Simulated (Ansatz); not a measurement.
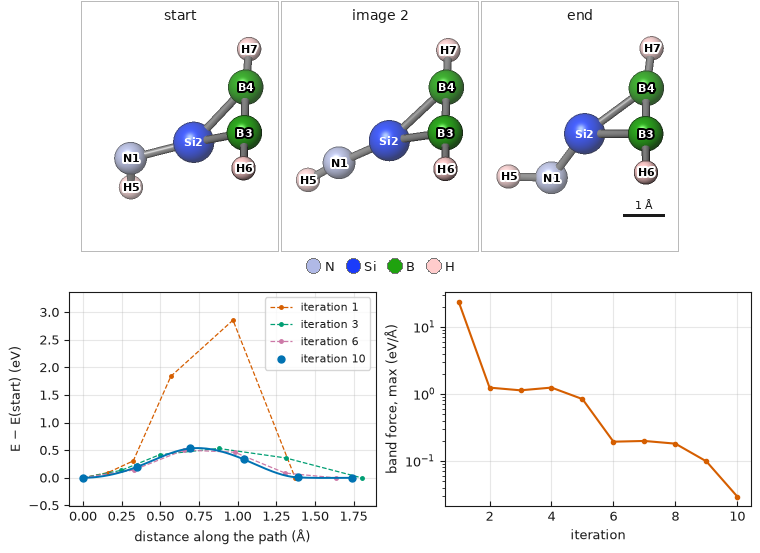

A nudged-elastic-band calculation for B2SiNH3. Images are numbered from 0 (start) to 5 (end). The plot follows the band through its iterations. A ball-and-stick model, seen from a free direction.

The calculation used Ansatz 0.2.0, RKS PBE-D4/STO-3G.

The input:
```yaml
crystal:
  periodic: [false, false, false]
  atoms:
    - { symbol: "N", position_ang: [-1.745069, 0.553215, -1.054751] }
    - { symbol: Si, position_ang: [-0.459798, -0.119573, -0.242342] }
    - { symbol: B, position_ang: [0.83544, 0.142012, 1.228937] }
    - { symbol: B, position_ang: [1.476714, -0.284076, -0.017585] }
    - { symbol: H, position_ang: [-2.531848, -0.181364, -1.176877] }
    - { symbol: H, position_ang: [0.35353, 0.505885, 2.23348] }
    - { symbol: H, position_ang: [2.071041, -0.6161, -0.970873] }
basis:
  gaussian: { orbitals: STO-3G }
hamiltonian:
  xc: pbe
  dispersion: d4
neb:
  order_check: false
  images: 4
  f_tol: 0.05
  max_iterations: 60
  climbing: false
  final_atoms:
    - { symbol: "N", position_ang: [-1.92295792, -0.34391371, -0.78259623] }
    - { symbol: Si, position_ang: [-0.36732821, 0.10960285, -0.40998347] }
    - { symbol: B, position_ang: [0.83208573, 0.18305374, 1.19543798] }
    - { symbol: B, position_ang: [1.48246676, -0.29313347, -0.03061725] }
    - { symbol: H, position_ang: [-2.45772728, 0.48473265, -1.23015114] }
    - { symbol: H, position_ang: [0.26400114, 0.48445397, 2.17631046] }
    - { symbol: H, position_ang: [2.16946977, -0.62479703, -0.91841135] }
  initial_path:
    images:
      - { positions_ang: [[-1.745069, 0.553215, -1.054751], [-0.459798, -0.119573, -0.242342], [0.83544, 0.142012, 1.228937], [1.476714, -0.284076, -0.017585], [-2.531848, -0.181364, -1.176877], [0.35353, 0.505885, 2.23348], [2.071041, -0.6161, -0.970873]] }
      - { positions_ang: [[-1.77069054, 0.48199562, -1.03803817], [-0.41947593, -0.02792631, -0.29483321], [0.83246083, 0.13716338, 1.22785665], [1.49800302, -0.29391747, -0.01158626], [-2.58897161, -0.1539073, -1.16230143], [0.33849974, 0.48965452, 2.22816847], [2.11018449, -0.63306345, -0.94927705]] }
      - { positions_ang: [[-1.79631209, 0.41077625, -1.02132534], [-0.37915385, 0.06372039, -0.34732442], [0.82948165, 0.13231477, 1.22677631], [1.51929203, -0.30375894, -0.00558752], [-2.64609521, -0.1264506, -1.14772585], [0.32346948, 0.47342404, 2.22285694], [2.14932799, -0.6500269, -0.9276811]] }
      - { positions_ang: [[-1.83188987, 0.23135051, -0.96689439], [-0.36065989, 0.10955556, -0.38085272], [0.8288108, 0.14052312, 1.2200765], [1.52044259, -0.30557043, -0.00819397], [-2.63127107, 0.00676873, -1.15838068], [0.30556371, 0.46913783, 2.21142303], [2.16901374, -0.65176631, -0.91718877]] }
      - { positions_ang: [[-1.8774239, -0.0562816, -0.87474531], [-0.36399405, 0.10957921, -0.3954181], [0.83044826, 0.16178843, 1.20775724], [1.50145467, -0.29935195, -0.01940561], [-2.54449917, 0.24575069, -1.19426591], [0.28478243, 0.4767959, 2.19386675], [2.16924176, -0.63828167, -0.91780006]] }
      - { positions_ang: [[-1.92295792, -0.34391371, -0.78259623], [-0.36732821, 0.10960285, -0.40998347], [0.83208573, 0.18305374, 1.19543798], [1.48246676, -0.29313347, -0.03061725], [-2.45772728, 0.48473265, -1.23015114], [0.26400114, 0.48445397, 2.17631046], [2.16946977, -0.62479703, -0.91841135]] }
```

Launched with:
```bash
ansatz run input.yaml --threads 1 --pin off --max-ram 2048MiB --backend cpu --events-out ev --progress --plain --runs-dir out
```

Judge this run.

Answer. The run is converged, with reservations. The band converged in 10 iterations. The largest component of the band force went from 24 to 0.029 eV/Å. No image climbed, so the highest image needn't lie on the saddle point, and the true maximum along this path can be higher. The first iteration put the highest image at 2.85 eV. The two ends have nearly the same energy, and the highest point, image 2, lies 0.53 eV above the start.

Limits of the set-up: STO-3G is a minimal basis, so the numbers are rough.
